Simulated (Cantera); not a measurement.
Input: 1 mol SiH4, 0.048 mol C2H4, 21 mol H2, equilibrated at 1.00 bar.

These are equilibrium values from Cantera (NASA tables, ideal gas, pure condensed phases), not measurements of a reactor. Candidate condensed phases: C, C6H6, C7H8, C8H18, Si, SiC; 87 gas species. Mutual solubility and eutectic melting of coexisting phases are not modelled. Gases not in the tables: Si2H6 and higher silanes. The numbers say what is thermodynamically allowed, not how fast it happens.

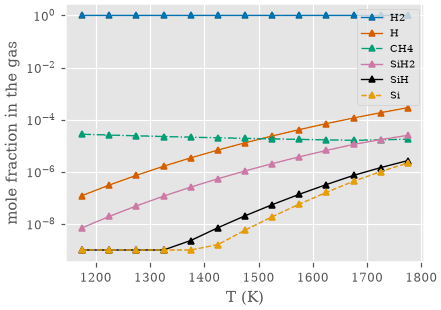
Fig. 1. Equilibrium gas composition (values under 1e-9 drawn at 1e-9)

From 1175 K to 1675 K the condensed part is Si(s) + SiC(s). From 1725 K to 1775 K the condensed part is Si(l) + SiC(s). The main Si-bearing gas is SiH4 at 1175 K and SiH2 at 1775 K.
